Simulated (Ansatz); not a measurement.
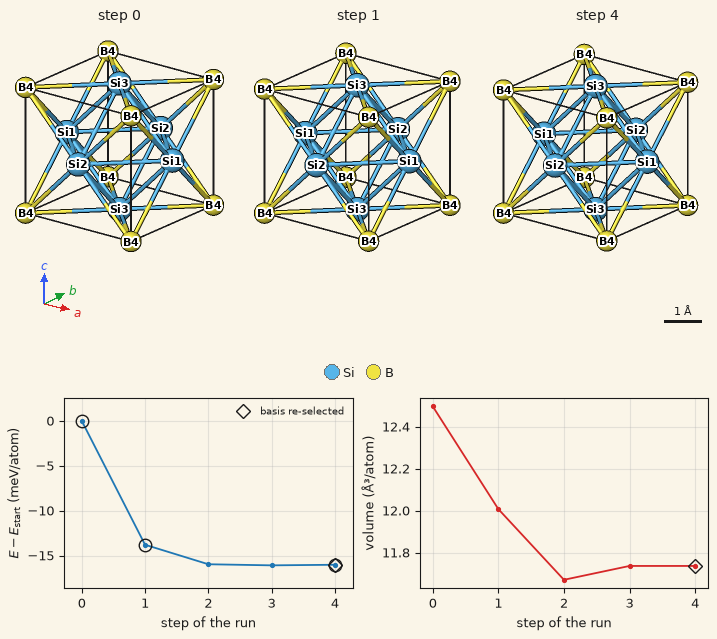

Frames of a relaxation of crystalline Si3B (built on the Cu3Au (L1_2)_221 type) (coarse preliminary run), marked on the history of the run. A ball-and-stick model of the cell of the calculation, seen from a free direction.

Case: Cu3Au (L1_2) type (Pm-3m, No. 221).

These are results of DFT r2SCAN, scalar-relativistic, plane waves, PAW (Ansatz), not measurements.

Input file:
```yaml
crystal:
  lattice:
    - [3.6837081016, 0.0, 0.0]
    - [0.0, 3.6837081016, 0.0]
    - [0.0, 0.0, 3.6837081016]
  atoms:
    - { symbol: Si, position: [0.0, 0.5, 0.5] }
    - { symbol: Si, position: [0.5, 0.0, 0.5] }
    - { symbol: Si, position: [0.5, 0.5, 0.0] }
    - { symbol: B, position: [0.0, 0.0, 0.0] }
basis:
  ecutwfc: 500
kpoints:
  mp_grid: { grid: [6, 6, 6] }
hamiltonian:
  xc: r2scan
scf:
  occupations: { method: gaussian, width: 0.1 }
  lower_state_search: "off"
output:
  forces: true
  stress: true
  eigenvalues: true
relax:
  adjacent_minimum: "off"
  f_tol: 0.04
  max_steps: 70
  cell: { stress_tol: 0.4 }
```

Command:
```bash
ansatz run input.yaml --threads 1 --pin off --max-ram 2560MiB --backend cpu --events-out ev --progress --plain --runs-dir out
```

What happens along the run?

No atom moves by more than 0.005 Å relative to the cell. The volume changes by −6.1 %, with a = b = c 3.684 → 3.607 Å (−2.1 %). Near-neighbour distances that change, for instance: Si1–Si2 2.605 → 2.551 Å, Si1–B4 2.605 → 2.551 Å. The space group stays Pm-3m (No. 221). Over 3 accepted moves (4 points after the start) the energy falls by 16.0 meV per atom. All forces vanish by symmetry, so only the cell relaxes. The pressure goes from −6.13 to −0.03 GPa. The SCF was repeated once at an unchanged geometry on a basis and grid sized afresh for the cell, which shifted the energy by 0.1 meV per atom at most. The run took 14 s on 1 thread of Arm Neoverse V1, on a shared host, peak memory 0.38 GiB. From step 0 to 1: volume −3.9 %, energy −13.8 meV per atom. From step 1 to 4: volume −2.3 %, energy −2.2 meV per atom.

| step | E − E(0), meV/atom | pressure, GPa | volume, Å³/atom | note |
| --- | --- | --- | --- | --- |
| 0 | 0.00 | -6.13 | 12.497 |  |
| 1 | -13.80 | -2.60 | 12.007 |  |
| 2 | -15.97 | 0.65 | 11.671 |  |
| 3 | -16.09 | -0.03 | 11.737 |  |
| 4 | -16.03 | -0.03 | 11.737 | same geometry, new basis |
